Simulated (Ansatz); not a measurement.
BFH3Si (charge −1)

The calculation's input:

```
crystal:
  periodic: [false, false, false]
  atoms:
    - symbol: B
      position_ang: [-0.878418, 1.730677, 0.613036]
    - symbol: F
      position_ang: [0.190031, 3.650681, 2.530713]
    - symbol: Si
      position_ang: [-0.475292, 3.610184, 0.929698]
    - symbol: H
      position_ang: [-0.872615, 0.827392, 1.433444]
    - symbol: H
      position_ang: [0.374116, 2.093436, 0.357943]
    - symbol: H
      position_ang: [-1.360931, 1.498575, -0.488561]
basis:
  gaussian:
    orbitals: def2-TZVPD
total_charge: -1
hamiltonian:
  xc: pbe0
output: {forces: true, orbitals: {seedname: orbitals}}
```

Launched as:

```sh
ansatz run input.yaml --threads 1 --pin off --max-ram 2610MiB --events-out events.jsonl --progress --plain --runs-dir runs
```

Geometry: B3LYP-D3(BJ)/def2-SVPD.

Theory: Ansatz, isolated molecule in a Gaussian basis; Kohn-Sham density functional theory, functional PBE0.

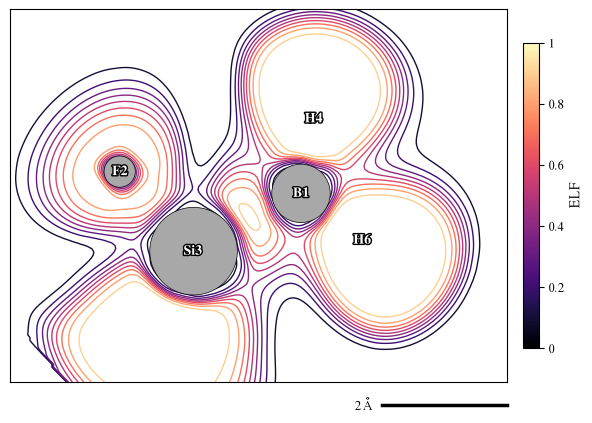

Figure 1. ELF on the plane of atoms B1, Si3 and F2. Grey discs cover the atomic cores.

### Describe what can be read from this map.

The section cuts through B, F, Si and H sites.
Si–F (1.73 Å): the ELF peaks at about 0.85 in the valence shell of F, 0.6 Å from its nucleus, and is about 0.55 at the midpoint.
Si–B (1.95 Å): the ELF peaks at about 0.90 between the atoms: localised, covalent bonding.
B–H (1.22 Å): the ELF climbs to about 1 towards the hydrogen, as it does in any bond to H; a covalent bond by its length.
The ELF also peaks beside Si3 and F2, away from the bonds: lone-pair regions.

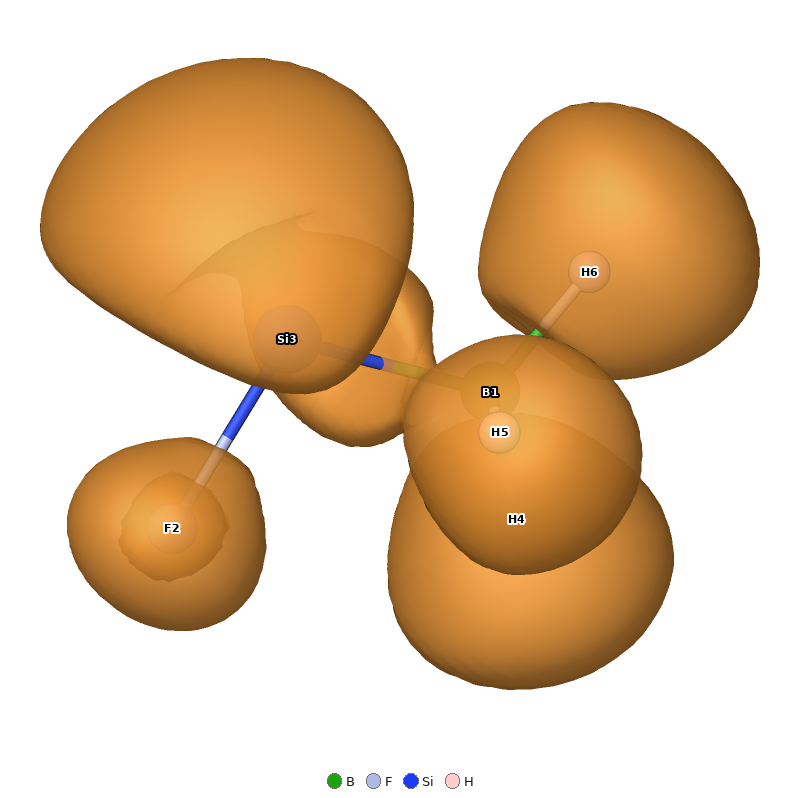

Figure 2. Isosurface of the electron localisation function at 0.75 (orange), seen at a tilt. Only the valence region is drawn (cores and ρ < 0.01 e/Å³ removed).

### What do the ELF domains correspond to?

At this value the surface marks out two regions around hydrogen nuclei, one region wrapped around F (its lone pairs, merged into a ring or cap) and one joined region spread over several atoms (H, Si), in which their bonds and any lone pairs are merged.

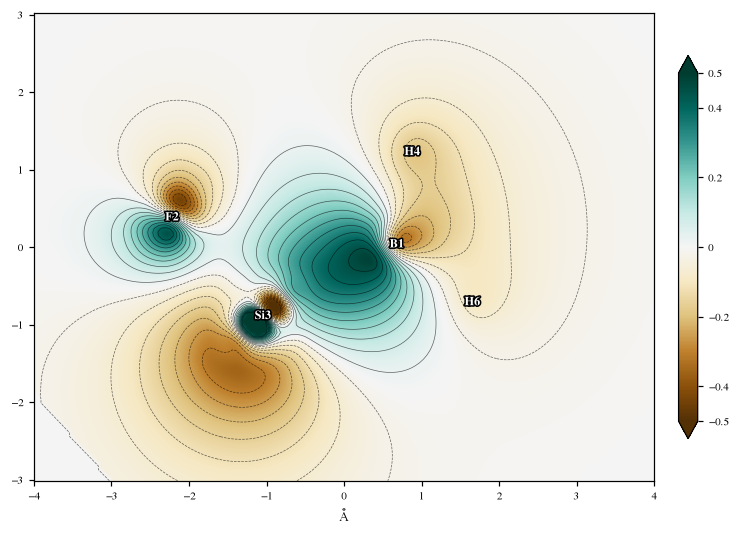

Figure 3. The HOMO on the plane of atoms Si3, B1 and H6 (values in Å⁻³ᐟ²; the overall sign is arbitrary).

### Where does this orbital lie, and at what energy?

By Hirshfeld shares it lies mainly on Si3 (about 60 %) and B1 (about 25 %). Its energy is −0.39 eV.
